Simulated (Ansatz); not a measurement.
Start from MoSi₂ (space group I4/mmm, No. 139; a = 3.2017 Å, c = 7.8186 Å). Axes: x, y, z lie along a, b, c of the conventional cell.

Structures relaxed with r2SCAN (Ansatz, a program for electronic structure; PAW; 500 eV plane waves; without spin-orbit coupling).

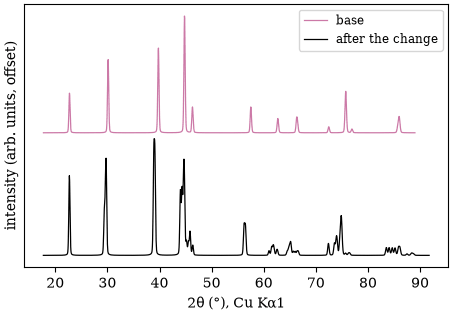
*Simulated powder patterns before (top) and after one change*

**Question.** Which of these changes matches the shifts?
A) biaxial strain −0.19 %, plane normal [001], relaxed out of plane
B) isotropic strain +0.82 %
C) uniaxial strain ε_xx = −2.87 %
D) strain tensor (xx, yy, zz, yz, xz, xy) = (+2.13, +1.69, +0.09, +0.33, +0.85, +0.27) %

**Answer.** D, strain tensor (xx, yy, zz, yz, xz, xy) = (+2.13, +1.69, +0.09, +0.33, +0.85, +0.27) %. Its volume per atom is 13.88 Å³ against 13.36 Å³, and its space group is P-1 (No. 2).

No phonon test of stability was made. The final runs are not spin-polarised.
